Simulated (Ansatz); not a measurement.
Computed with PBE (plane waves to 420 eV, PAW; Ansatz, a quantum-chemistry and plane-wave program).

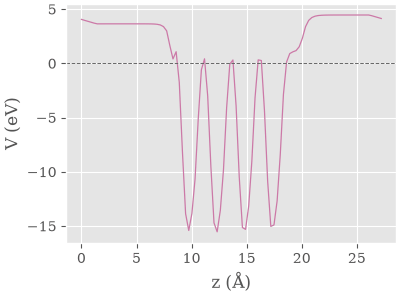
Electrostatic potential energy of an electron, averaged over planes parallel to the surface, in eV from the highest filled level, for a constructed model of the (0001) surface of 4H silicon carbide, Si-terminated, (√3x√3)R30° Ga adatom at H3 (bottom of the slab: 3 H on 3 bottom sites)

Slab: 28 atoms, 11.0 Å thick at the start with caps and adatoms (thin: gaps and levels are the slab's own); k 6x6x1, smearing 0.025 eV, dipole-corrected; 6 atoms held, the rest relaxed; held to the start's symmetry, so lower structures may exist; no spin, no spin-orbit, no U. In PBE it lies 0.17 eV a 1x1 cell over the lowest computed structure of the same composition ((√3x√3)R30° Ga adatom at T4).

The vacuum level lies 4.46 eV above the highest filled level over the top face and 3.65 eV above it under the bottom face.
